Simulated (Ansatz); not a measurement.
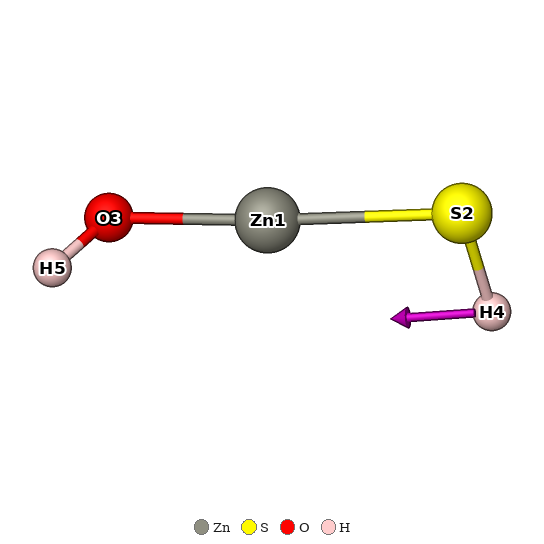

The arrows show one normal mode. Harmonic vibrations computed with RKS PBE0-D4/def2-TZVP (Ansatz 0.2.0) at a stationary point of the same level.

Describe the motion.

Mostly H–S–Zn bending.

At what wavenumber does it lie?

661 cm⁻¹; it is mode 5 of 9 counted from the lowest.
